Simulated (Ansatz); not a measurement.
## Ligand exchange: W(CH3)(OH)O2 + C2H6CdO → W(OH)2O2 + C3H8Cd

Species: W(CH3)(OH)O2, singlet; C2H6CdO `C[CH2][Cd][OH]`, singlet; W(OH)2O2 (tungstic acid), singlet; C3H8Cd `C[CH2][Cd][CH3]`, singlet. The partners trade CH3 for OH: W–CH3 and Cd–OH bonds give way to W–OH and Cd–CH3.

Shapes, held fixed at every level: PBE0-D4/def2-TZVP. Flexible molecules stand in one conformer, not always the lowest. Programs: Ansatz 0.2.0. Electronic energies: no zero-point or thermal term.

```tsv
level	kind	ΔE (kJ/mol)	less CCSD(T)/def2-TZVPP
HF/def2-SVP	Hartree–Fock	-65.6	-2.9
BHLYP-D4/def2-TZVPP	global hybrid	-64.7	-2.0
wB97M-V/def2-TZVPP	range-separated hybrid	-65.1	-2.4
B2PLYP/def2-TZVPP	double hybrid	-63.7	-1.0
MP2/def2-SVP	perturbation theory	-68.8	-6.1
CCSD/def2-SVP	coupled cluster or CI	-62.1	+0.6
CCSD(T)/def2-TZVPP	coupled cluster or CI	-62.7	0.0
```

The highest level, CCSD(T)/def2-TZVPP, gives ΔE = -62.7 kJ/mol; the levels span -68.8 to -62.1. The column of differences is taken from that level and isn't an error. No measured value is set beside it here. T1 is large for W(CH3)(OH)O2 (0.023), W(OH)2O2 (0.023), so single-reference values are less sure there. For atoms past krypton def2 sets carry core potentials with scalar relativity. Outer-core shells of Cd, W are correlated in most correlated rows, in sets that cover them unevenly.

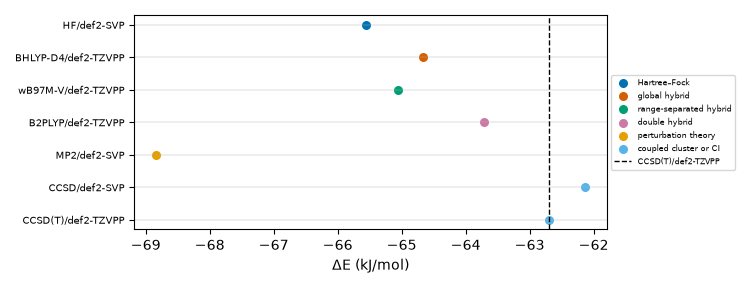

The values of the table, level by level.
